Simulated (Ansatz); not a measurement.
# Run report: CH8SSn, geometry relaxation (part 1 of 2)

CH8SSn, computed with RKS BHLYP-D4/def2-SVP (Ansatz 0.2.0).

It belongs to a series of runs on one base structure; here: end point A relaxed. Figures and captions count atoms from 1; the log counts them from 0 in places.

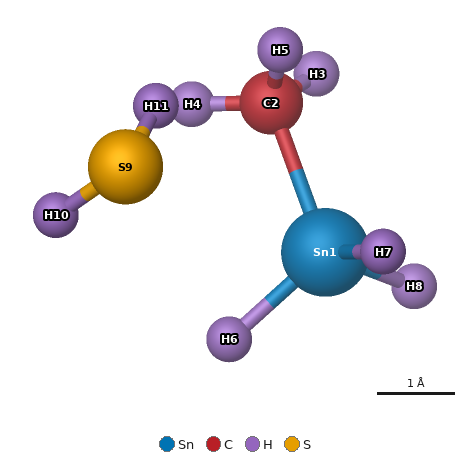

**Figure 1.** The starting structure (ball-and-stick view, seen at a tilt; atoms are numbered from 1 in the order of the input). Sticks mark near contacts.

## Input file
```yaml
crystal:
  periodic: [false, false, false]
  atoms:
    - { symbol: Sn, position_ang: [-0.142791, -0.136617, 0.117528] }
    - { symbol: C, position_ang: [-0.163432, -0.101961, 2.271349] }
    - { symbol: H, position_ang: [-0.83621, -0.882164, 2.634314] }
    - { symbol: H, position_ang: [0.825801, -0.295953, 2.689186] }
    - { symbol: H, position_ang: [-0.53378, 0.856154, 2.638338] }
    - { symbol: H, position_ang: [1.442945, -0.318855, -0.474846] }
    - { symbol: H, position_ang: [-0.881812, 1.25429, -0.528007] }
    - { symbol: H, position_ang: [-1.050782, -1.508331, -0.367179] }
    - { symbol: S, position_ang: [1.868232, 2.608398, 1.420455] }
    - { symbol: H, position_ang: [2.962219, 1.837221, 1.352024] }
    - { symbol: H, position_ang: [1.232908, 1.749218, 2.284138] }
basis:
  gaussian: { orbitals: def2-SVP }
hamiltonian:
  xc: { name: BHLYP }
  dispersion: d4
relax:
  f_tol: 0.03
  max_steps: 50
output:
  orbitals: {}
```

Run on 2 threads of Arm Neoverse V2, 24 GiB of memory available, shared host.

Run as:
```bash
ansatz run input.yaml --threads 2 --pin off --max-ram 3072MiB --backend cpu --events-out ev --progress --plain --runs-dir out
```

## What the program printed
```
The last accepted step is kept in [file] (removed where the run ends without a failure and the disk answers)
Engine: ansatz 0.2.0, aarch64-unknown-linux-gnu
Functional definition: BHLYP
  parameter a = 0.5
  exchange = (1 - a)*b88_x + a*exact_x
  correlation = lyp_c
1143 factors; integrals over basis functions are off by at most 3.4e-4 eV
mean field evaluation 1: about -17823.1088 eV, gradient 3.4e1 eV
mean field evaluation 2: about -17823.6049 eV, gradient 3.1e1 eV
mean field evaluation 4: about -17826.1026 eV, gradient 7.4e-1 eV
mean field evaluation 8: about -17826.1456 eV, gradient 1.9e-2 eV
mean field -17826.14556967 eV, -655.0987666900 hartree, gradient 6.1e-5 eV, S^2 0.000000; 0 other end points of the search recorded, 0 dependent functions left out
the calculation of the forces begins
reference -17826.14575637 eV, -655.0987735510 hartree; 26, 26 occupied and 72, 72 virtual orbitals, 1143 factors
relax step   1: F+E_penalty+E_count = -17826.42799203 eV  Δ(F+E_penalty+E_count) = +0.000e0 eV  max|allowed force component| = 7.588e-1 eV/Å  Δτ_max = 0.0000 Å  (24 SCF iters, accepted)
these checks for a lower state are left out or cut short: starts, cluster_reference, orbital_swaps, neighbouring_geometries, increment
1143 factors; integrals over basis functions are off by at most 3.4e-4 eV
mean field evaluation 16: about -17826.1323 eV, gradient 4.4e0 eV
mean field -17826.23363921 eV, -655.1020031858 hartree, gradient 1.4e-5 eV, S^2 0.000000; 0 other end points of the search recorded, 0 dependent functions left out
[... from here on the field's lines of each further geometry are left out, up to the last ...]
relax step   2: F+E_penalty+E_count = -17826.50079766 eV  Δ(F+E_penalty+E_count) = -7.281e-2 eV  max|allowed force component| = 3.396e-1 eV/Å  Δτ_max = 0.1949 Å  (29 SCF iters, accepted)
relax step   3: F+E_penalty+E_count = -17826.51468965 eV  Δ(F+E_penalty+E_count) = -1.389e-2 eV  max|allowed force component| = 1.950e-1 eV/Å  Δτ_max = 0.2000 Å  (28 SCF iters, accepted)
relax step   4: F+E_penalty+E_count = -17826.53246616 eV  Δ(F+E_penalty+E_count) = -1.778e-2 eV  max|allowed force component| = 1.128e-1 eV/Å  Δτ_max = 0.2000 Å  (27 SCF iters, accepted)
relax step   5: F+E_penalty+E_count = -17826.53518104 eV  Δ(F+E_penalty+E_count) = -2.715e-3 eV  max|allowed force component| = 1.534e-1 eV/Å  Δτ_max = 0.0529 Å  (28 SCF iters, accepted)
relax step   6: F+E_penalty+E_count = -17826.53989902 eV  Δ(F+E_penalty+E_count) = -4.718e-3 eV  max|allowed force component| = 7.892e-2 eV/Å  Δτ_max = 0.1245 Å  (28 SCF iters, accepted)
relax step   7: F+E_penalty+E_count = -17826.53032394 eV  Δ(F+E_penalty+E_count) = +9.575e-3 eV  max|allowed force component| = 7.461e-1 eV/Å  Δτ_max = 0.1951 Å  (27 SCF iters, rejected (line search))
relax step   8: F+E_penalty+E_count = -17826.54159892 eV  Δ(F+E_penalty+E_count) = -1.700e-3 eV  max|allowed force component| = 1.773e-2 eV/Å  Δτ_max = 0.0969 Å  (28 SCF iters, accepted)
relax step   9: F+E_penalty+E_count = -17826.54156420 eV  Δ(F+E_penalty+E_count) = +3.472e-5 eV  max|allowed force component| = 1.910e-1 eV/Å  Δτ_max = 0.0961 Å  (28 SCF iters, rejected (line search))
relax step  10: F+E_penalty+E_count = -17826.54224760 eV  Δ(F+E_penalty+E_count) = -6.487e-4 eV  max|allowed force component| = 2.884e-2 eV/Å  Δτ_max = 0.0469 Å  (28 SCF iters, accepted)
relax step  11: F+E_penalty+E_count = -17826.54253781 eV  Δ(F+E_penalty+E_count) = -2.902e-4 eV  max|allowed force component| = 6.831e-2 eV/Å  Δτ_max = 0.0488 Å  (28 SCF iters, accepted)
relax step  12: F+E_penalty+E_count = -17826.54180827 eV  Δ(F+E_penalty+E_count) = +7.295e-4 eV  max|allowed force component| = 2.006e-1 eV/Å  Δτ_max = 0.0735 Å  (28 SCF iters, rejected (line search))
relax step  13: F+E_penalty+E_count = -17826.54338422 eV  Δ(F+E_penalty+E_count) = -8.464e-4 eV  max|allowed force component| = 6.407e-2 eV/Å  Δτ_max = 0.0358 Å  (28 SCF iters, accepted)
relax step  14: F+E_penalty+E_count = -17826.54398850 eV  Δ(F+E_penalty+E_count) = -6.043e-4 eV  max|allowed force component| = 6.198e-2 eV/Å  Δτ_max = 0.0362 Å  (29 SCF iters, accepted)
relax step  15: F+E_penalty+E_count = -17826.54454360 eV  Δ(F+E_penalty+E_count) = -5.551e-4 eV  max|allowed force component| = 9.246e-2 eV/Å  Δτ_max = 0.0543 Å  (28 SCF iters, accepted)
relax step  16: F+E_penalty+E_count = -17826.54507982 eV  Δ(F+E_penalty+E_count) = -5.362e-4 eV  max|allowed force component| = 1.123e-1 eV/Å  Δτ_max = 0.0356 Å  (28 SCF iters, accepted)
relax step  17: F+E_penalty+E_count = -17826.54628543 eV  Δ(F+E_penalty+E_count) = -1.206e-3 eV  max|allowed force component| = 1.211e-1 eV/Å  Δτ_max = 0.0512 Å  (27 SCF iters, accepted)
relax step  18: F+E_penalty+E_count = -17826.54750463 eV  Δ(F+E_penalty+E_count) = -1.219e-3 eV  max|allowed force component| = 1.798e-1 eV/Å  Δτ_max = 0.0911 Å  (27 SCF iters, accepted)
relax step  19: F+E_penalty+E_count = -17826.54915640 eV  Δ(F+E_penalty+E_count) = -1.652e-3 eV  max|allowed force component| = 1.746e-1 eV/Å  Δτ_max = 0.0676 Å  (28 SCF iters, accepted)
relax step  20: F+E_penalty+E_count = -17826.55144133 eV  Δ(F+E_penalty+E_count) = -2.285e-3 eV  max|allowed force component| = 2.087e-1 eV/Å  Δτ_max = 0.1133 Å  (28 SCF iters, accepted)
relax step  21: F+E_penalty+E_count = -17826.55402448 eV  Δ(F+E_penalty+E_count) = -2.583e-3 eV  max|allowed force component| = 1.700e-1 eV/Å  Δτ_max = 0.0739 Å  (28 SCF iters, accepted)
relax step  22: F+E_penalty+E_count = -17826.55563776 eV  Δ(F+E_penalty+E_count) = -1.613e-3 eV  max|allowed force component| = 2.028e-1 eV/Å  Δτ_max = 0.1322 Å  (28 SCF iters, accepted)
relax step  23: F+E_penalty+E_count = -17826.55858631 eV  Δ(F+E_penalty+E_count) = -2.949e-3 eV  max|allowed force component| = 1.082e-1 eV/Å  Δτ_max = 0.0497 Å  (27 SCF iters, accepted)
relax step  24: F+E_penalty+E_count = -17826.55914993 eV  Δ(F+E_penalty+E_count) = -5.636e-4 eV  max|allowed force component| = 7.539e-2 eV/Å  Δτ_max = 0.0742 Å  (28 SCF iters, accepted)
relax step  25: F+E_penalty+E_count = -17826.56057128 eV  Δ(F+E_penalty+E_count) = -1.421e-3 eV  max|allowed force component| = 5.435e-2 eV/Å  Δτ_max = 0.0666 Å  (28 SCF iters, accepted)
relax step  26: F+E_penalty+E_count = -17826.56144013 eV  Δ(F+E_penalty+E_count) = -8.688e-4 eV  max|allowed force component| = 2.889e-2 eV/Å  Δτ_max = 0.0776 Å  (28 SCF iters, accepted)
relax step  27: F+E_penalty+E_count = -17826.55766669 eV  Δ(F+E_penalty+E_count) = +3.773e-3 eV  max|allowed force component| = 3.276e-1 eV/Å  Δτ_max = 0.1509 Å  (27 SCF iters, rejected (line search))
relax step  28: F+E_penalty+E_count = -17826.56205646 eV  Δ(F+E_penalty+E_count) = -6.163e-4 eV  max|allowed force component| = 1.068e-1 eV/Å  Δτ_max = 0.0737 Å  (28 SCF iters, accepted)
relax step  29: F+E_penalty+E_count = -17826.56210616 eV  Δ(F+E_penalty+E_count) = -4.970e-5 eV  max|allowed force component| = 6.353e-2 eV/Å  Δτ_max = 0.0167 Å  (23 SCF iters, accepted)
the calculation of the forces begins
reference -17826.31435006 eV, -655.1049692549 hartree; 26, 26 occupied and 72, 72 virtual orbitals, 1143 factors
relax step  30: F+E_penalty+E_count = -17826.56308092 eV  Δ(F+E_penalty+E_count) = -9.748e-4 eV  max|allowed force component| = 3.183e-3 eV/Å  Δτ_max = 0.0380 Å  (27 SCF iters, accepted)
1143 factors; integrals over basis functions are off by at most 4.3e-4 eV
mean field evaluation 224: about -17826.2738 eV, gradient 6.4e-1 eV
```

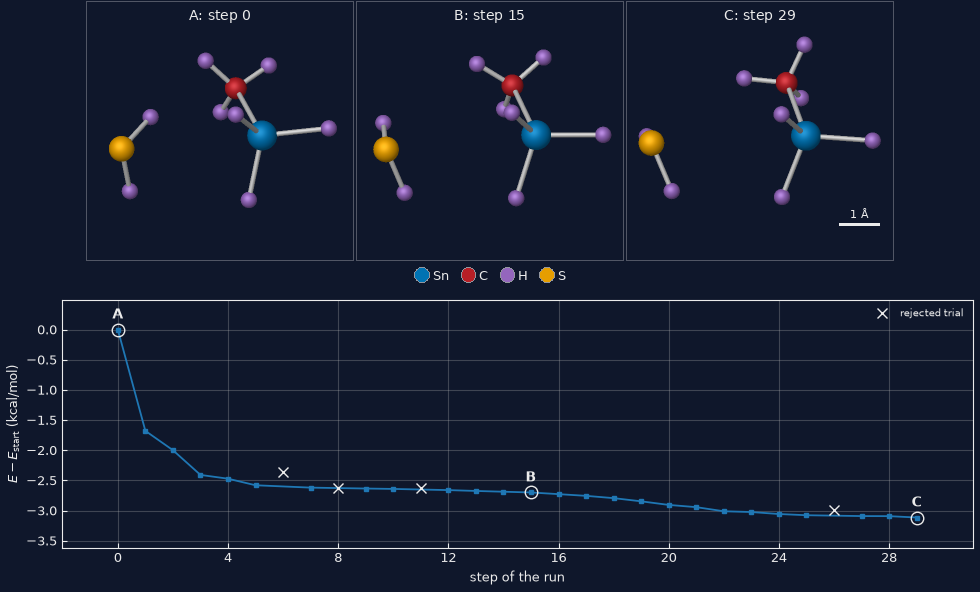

**Figure 2.** Frames of the relaxation (ball-and-stick view, seen at a tilt) above the curves, on which the letters mark them (the first geometry is step 0 here and step 1 in the log).

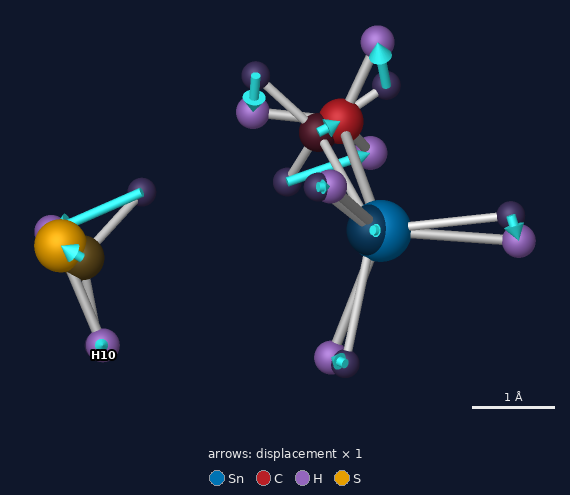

**Figure 3.** Start (faint) and end (solid) with the displacements as teal arrows, at true length (ball-and-stick view, seen at a tilt). The two geometries are laid on each other by the best rigid fit. The largest move after the best rigid fit is that of H11, 1.28 Å. Largest moves by element: H 1.28 Å, S 0.32 Å, C 0.31 Å, Sn 0.14 Å. Among the contacts that change: S9–H11 1.374 → 1.340 Å, Sn1–H6 1.703 → 1.711 Å, Sn1–C2 2.154 → 2.150 Å. Among the angles that change: C2–Sn1–H8 106.9° → 109.5°. Over 29 geometry steps the energy falls by 3.12 kcal/mol. Largest force component: 0.76 eV/Å at the start, 0.0032 eV/Å at the end. The line search rejected the trial steps at points 6, 8, 11, 26 (counted from 0) and went back. (Atoms are counted from 1 in the order of the input.)

```
mean field -17826.31415868 eV, -655.1049622219 hartree, gradient 2.1e-5 eV, S^2 0.000000; 1 other end points of the search recorded, 0 dependent functions left out
the calculation of the forces begins
reference -17826.31435006 eV, -655.1049692549 hartree; 26, 26 occupied and 72, 72 virtual orbitals, 1143 factors
Total energy: -17826.56327230 eV, -655.1141169784 hartree
Atom 0 at    -0.124269    -0.278108     0.156316 Å, force     0.001077    -0.000278     0.000461 eV/Å
Atom 1 at    -0.371044    -0.336728     2.291211 Å, force    -0.000242     0.001474     0.000288 eV/Å
Atom 2 at    -1.427093    -0.449025     2.543439 Å, force    -0.001193     0.000937    -0.000455 eV/Å
Atom 3 at     0.182919    -1.178323     2.711505 Å, force    -0.000476    -0.000929    -0.000032 eV/Å
Atom 4 at     0.002729     0.592994     2.721041 Å, force    -0.001019    -0.002196     0.000235 eV/Å
Atom 5 at     1.535914    -0.216396    -0.253310 Å, force    -0.000389    -0.000337     0.001411 eV/Å
Atom 6 at    -0.920808     1.069941    -0.521425 Å, force     0.001473     0.000720     0.000384 eV/Å
Atom 7 at    -0.781417    -1.702038    -0.533726 Å, force     0.001187    -0.000097     0.000216 eV/Å
Atom 8 at     1.778648     2.934008     1.492506 Å, force     0.000115    -0.000668     0.002522 eV/Å
Atom 9 at     2.620696     2.180110     0.772547 Å, force    -0.002501     0.002206    -0.001848 eV/Å
Atom 10 at     2.227022     2.444966     2.657196 Å, force     0.001968    -0.000832    -0.003183 eV/Å
Dipole moment:     0.205059    -0.072138     0.234905 e Å
```

## Trajectory as extended XYZ (Å, eV, eV/Å), 30 frames, from step=1 to step=30
```
11
Properties=species:S:1:pos:R:3:forces:R:3 step=1 energy=-17826.42799
Sn   -0.1428   -0.1366    0.1175   -0.0628  -0.1119  -0.1095
C    -0.1634   -0.1020    2.2713   -0.2104  -0.2063   0.1565
H    -0.8362   -0.8822    2.6343   -0.0040   0.0014   0.0016
H     0.8258   -0.2960    2.6892    0.0269   0.0061  -0.0336
H    -0.5338    0.8562    2.6383   -0.0243  -0.0053   0.0177
H     1.4429   -0.3189   -0.4748    0.0310  -0.0016  -0.0247
H    -0.8818    1.2543   -0.5280    0.0017   0.0088  -0.0053
H    -1.0508   -1.5083   -0.3672    0.0001   0.0032  -0.0275
S     1.8682    2.6084    1.4205   -0.3372  -0.4513   0.5825
H     2.9622    1.8372    1.3520   -0.0001  -0.0018  -0.0056
H     1.2329    1.7492    2.2841    0.5791   0.7588  -0.5520
11
Properties=species:S:1:pos:R:3:forces:R:3 step=2 energy=-17826.50080
Sn   -0.1693   -0.1781    0.1092   -0.0551   0.0029   0.0644
C    -0.2134   -0.1515    2.2750    0.0428  -0.0259  -0.0071
H    -0.8723   -0.9344    2.6540   -0.0127  -0.0317  -0.0586
H     0.7889   -0.3283    2.6722   -0.0250   0.0119   0.0131
H    -0.5823    0.8082    2.6412    0.0074   0.0070  -0.0188
H     1.4256   -0.3364   -0.4817   -0.0217  -0.0078   0.0399
H    -0.8858    1.2307   -0.5306   -0.0012  -0.0218   0.0043
H    -1.0726   -1.5400   -0.3962   -0.0069  -0.0214  -0.0557
S     1.9728    2.7221    1.4506    0.0049  -0.3396   0.1897
H     2.9970    1.8578    1.3228   -0.1008   0.1357  -0.0198
H     1.3347    1.9113    2.3209    0.1683   0.2906  -0.1514
11
Properties=species:S:1:pos:R:3:forces:R:3 step=3 energy=-17826.51469
Sn   -0.2037   -0.2073    0.1024    0.1335   0.0438   0.0053
C    -0.2033   -0.1527    2.2640   -0.1429  -0.0700  -0.0189
H    -0.8711   -0.9353    2.6277    0.0066   0.0129   0.0965
H     0.7944   -0.3243    2.6760   -0.0364  -0.0182  -0.1019
H    -0.5734    0.8137    2.6122   -0.0166  -0.0379  -0.0030
H     1.4006   -0.3619   -0.4555    0.0261  -0.0012  -0.0534
H    -0.9183    1.1961   -0.5466   -0.0120   0.0113   0.0045
H    -1.0866   -1.5652   -0.4594   -0.0013   0.0081   0.0698
S     1.9793    2.7288    1.4563   -0.0432  -0.1950   0.1706
H     2.9813    1.8479    1.2984   -0.0743   0.0571   0.0108
H     1.4240    2.0217    2.4617    0.1606   0.1891  -0.1803
11
Properties=species:S:1:pos:R:3:forces:R:3 step=4 energy=-17826.53247
Sn   -0.2046   -0.2220    0.0901    0.0528   0.0463   0.0299
C    -0.2271   -0.1698    2.2498   -0.0398  -0.0148   0.0369
H    -0.8940   -0.9433    2.6341   -0.0061  -0.0119   0.0017
H     0.7740   -0.3443    2.6521   -0.0402   0.0141  -0.0503
H    -0.5876    0.8020    2.5937    0.0227  -0.0287  -0.0132
H     1.3988   -0.3737   -0.4800   -0.0107   0.0024  -0.0113
H    -0.9253    1.1799   -0.5613    0.0046  -0.0156   0.0021
H    -1.0907   -1.5854   -0.4493    0.0006  -0.0058   0.0100
S     1.9681    2.7334    1.4516   -0.0271  -0.1085   0.1128
H     2.9660    1.8540    1.2795   -0.0182   0.0224  -0.0097
H     1.5457    2.1306    2.5771    0.0613   0.0999  -0.1088
11
Properties=species:S:1:pos:R:3:forces:R:3 step=5 energy=-17826.53518
Sn   -0.1987   -0.2178    0.0910    0.0341   0.0350   0.0352
C    -0.2277   -0.1722    2.2502   -0.0385  -0.0259   0.0410
H    -0.9025   -0.9415    2.6296   -0.0062  -0.0095   0.0004
H     0.7708   -0.3579    2.6534   -0.0329   0.0161  -0.0446
H    -0.5788    0.8014    2.5980    0.0204  -0.0262  -0.0182
H     1.4036   -0.3702   -0.4804   -0.0023   0.0014  -0.0115
H    -0.9203    1.1832   -0.5599    0.0005  -0.0088  -0.0039
H    -1.0844   -1.5814   -0.4503    0.0012  -0.0055   0.0067
S     1.9375    2.7046    1.4322    0.0466   0.0713  -0.1534
H     2.9513    1.8426    1.2747    0.0003  -0.0036  -0.0021
H     1.5726    2.1707    2.5988   -0.0231  -0.0445   0.1505
11
Properties=species:S:1:pos:R:3:forces:R:3 step=6 energy=-17826.53990
Sn   -0.1997   -0.2204    0.0939    0.0141   0.0189   0.0257
C    -0.2471   -0.1939    2.2521   -0.0081  -0.0121   0.0356
H    -0.9275   -0.9639    2.6200   -0.0045  -0.0031  -0.0053
H     0.7490   -0.3874    2.6571   -0.0311   0.0195  -0.0287
H    -0.5934    0.7791    2.6061    0.0228  -0.0222  -0.0159
H     1.4041   -0.3666   -0.4760   -0.0035   0.0008  -0.0010
H    -0.9207    1.1816   -0.5554   -0.0019  -0.0062  -0.0034
H    -1.0804   -1.5840   -0.4572    0.0029  -0.0030  -0.0043
S     1.9380    2.7038    1.4017    0.0126   0.0314  -0.0789
H     2.9575    1.8453    1.2640    0.0007  -0.0061  -0.0001
H     1.6437    2.2677    2.6310   -0.0040  -0.0179   0.0763
11
Properties=species:S:1:pos:R:3:forces:R:3 step=7 energy=-17826.53032 accepted=F
Sn   -0.1991   -0.2216    0.0980   -0.0143  -0.0159   0.0171
C    -0.2694   -0.2206    2.2546    0.0131  -0.0040   0.0229
H    -0.9606   -0.9881    2.6084    0.0043   0.0124  -0.0102
H     0.7233   -0.4275    2.6610   -0.0324   0.0159  -0.0131
H    -0.6036    0.7539    2.6152    0.0176  -0.0256  -0.0113
H     1.4072   -0.3598   -0.4675    0.0005   0.0029   0.0059
H    -0.9205    1.1805   -0.5506   -0.0037   0.0016  -0.0020
H    -1.0705   -1.5844   -0.4734    0.0050   0.0014  -0.0084
S     1.9103    2.6751    1.3539   -0.0496  -0.1482   0.7461
H     2.9517    1.8367    1.2483   -0.0201   0.0136  -0.0094
H     1.7543    2.4174    2.6896    0.0796   0.1459  -0.7376
11
Properties=species:S:1:pos:R:3:forces:R:3 step=8 energy=-17826.54160
Sn   -0.2002   -0.2221    0.0981    0.0067   0.0070   0.0175
C    -0.2605   -0.2134    2.2556   -0.0177  -0.0112   0.0080
H    -0.9542   -0.9769    2.6121    0.0001   0.0042  -0.0003
H     0.7305   -0.4233    2.6626   -0.0022   0.0060  -0.0127
H    -0.5920    0.7619    2.6153    0.0094  -0.0061  -0.0090
H     1.4063   -0.3623   -0.4662   -0.0035   0.0020   0.0001
H    -0.9207    1.1824   -0.5466   -0.0018  -0.0048  -0.0027
H    -1.0752   -1.5835   -0.4699    0.0059   0.0020  -0.0010
S     1.9359    2.7029    1.3743    0.0001  -0.0013   0.0016
H     2.9598    1.8461    1.2579   -0.0029  -0.0022  -0.0030
H     1.6936    2.3497    2.6441    0.0059   0.0045   0.0016
11
Properties=species:S:1:pos:R:3:forces:R:3 step=9 energy=-17826.54156 accepted=F
Sn   -0.1991   -0.2216    0.1006   -0.0145  -0.0194  -0.0026
C    -0.2706   -0.2246    2.2566   -0.0110   0.0031   0.0015
H    -0.9761   -0.9787    2.6104    0.0049   0.0069  -0.0118
H     0.7176   -0.4492    2.6616    0.0029   0.0003   0.0045
H    -0.5858    0.7553    2.6177    0.0069  -0.0029  -0.0005
H     1.4090   -0.3515   -0.4612    0.0069   0.0076   0.0060
H    -0.9267    1.1767   -0.5491   -0.0014   0.0040   0.0043
H    -1.0595   -1.5871   -0.4796    0.0006  -0.0031  -0.0012
S     1.9208    2.6921    1.3641   -0.0173  -0.0343   0.1910
H     2.9404    1.8308    1.2434   -0.0036  -0.0003  -0.0021
H     1.7534    2.4193    2.6728    0.0257   0.0382  -0.1891
11
Properties=species:S:1:pos:R:3:forces:R:3 step=10 energy=-17826.54225
Sn   -0.2016   -0.2241    0.0997    0.0021   0.0032  -0.0026
C    -0.2677   -0.2183    2.2556   -0.0070  -0.0013   0.0066
H    -0.9686   -0.9746    2.6134    0.0015   0.0042  -0.0037
H     0.7225   -0.4369    2.6594   -0.0026  -0.0005   0.0022
H    -0.5873    0.7611    2.6140    0.0048  -0.0030  -0.0015
H     1.4086   -0.3476   -0.4578    0.0005  -0.0009  -0.0009
H    -0.9291    1.1754   -0.5478   -0.0054  -0.0014  -0.0010
H    -1.0611   -1.5914   -0.4773    0.0055   0.0012   0.0008
S     1.9366    2.7071    1.3761   -0.0003  -0.0146   0.0288
H     2.9435    1.8324    1.2426   -0.0098   0.0046   0.0001
H     1.7274    2.3783    2.6595    0.0107   0.0085  -0.0288
```
